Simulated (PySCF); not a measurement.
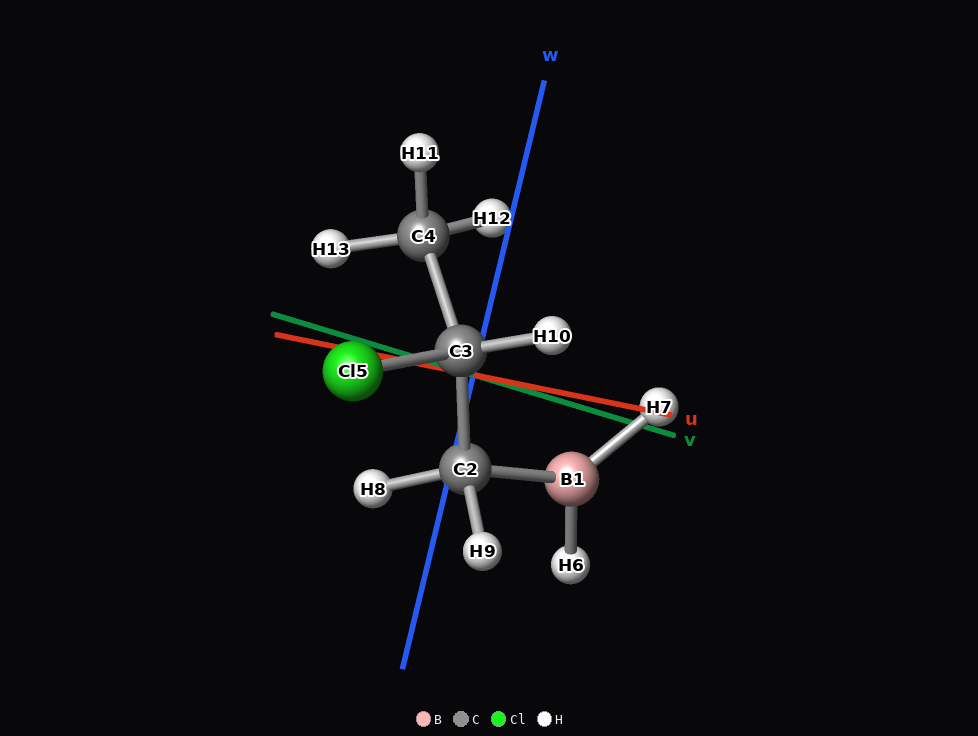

The lines u, v and w are the principal axes of the static dipole polarisability. The computed structure is the end point of a PBE0-D3(BJ)/def2-SVP optimisation. No frequency run is at hand to confirm it as a minimum. Method: PBE0/def2-SVP (PySCF 2.14.0).

Along which axis is the molecule most polarisable, and along which least?

Most along v (close to the long direction B1···Cl5), least along u.

Give the three principal values.

u 44.6, v 68.0, w 53.1 bohr³; mean 55.2, anisotropy 20.4 bohr³.
